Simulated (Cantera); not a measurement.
A closed system holds: 1 mol B, a varied amount of O2, 0.31 mol H2, held at 1202 °C and 1.90 mbar.

Method: chemical equilibrium by Gibbs-energy minimisation in Cantera with the NASA 1993 tables (ideal gas, pure condensed phases). Candidate condensed phases: B, B2O3, B3O3H3, H2O; 23 gas species. Mutual solubility and eutectic melting of coexisting phases are not modelled. Gases not in the tables: H3BO3. Equilibrium is a limit: real reactors are often held back by kinetics, nucleation or transport.

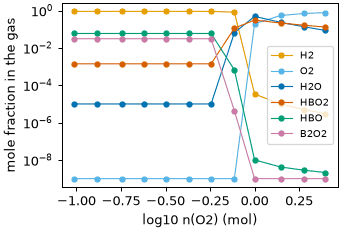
*Equilibrium gas composition (values under 1e-9 drawn at 1e-9)*

From 0.097 mol O2 to 0.57 mol O2 the condensed part is B(s) + B2O3(l). From 0.77 mol O2 to 2.5 mol O2 the condensed part is B2O3(l). The share of B in condensed phases is highest at 0.77 mol O2 (95.8 %) and lowest at 2.5 mol O2 (70.4 %).
